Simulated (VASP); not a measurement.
Band structure of HgS (space group F-43m). All values below come from LDA (Ceperley-Alder, Perdew-Zunger), VASP's LDA PAW potentials (set 64) (plane waves; VASP).

Unless said otherwise, spin-orbit coupling is left out, though it shifts the bands of the heavy elements here.

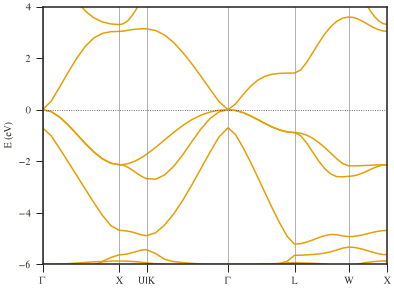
Figure: Bands along high-symmetry lines, zero at the valence-band maximum or, without a gap, the Fermi level

**Question.** Read the plot: is there a gap, and where are the band edges?

**Answer.** It has no gap at this level: it comes out as a metal or semimetal.

The structure is a typed HgS crystal (F-43m). The cell was not relaxed at this level.
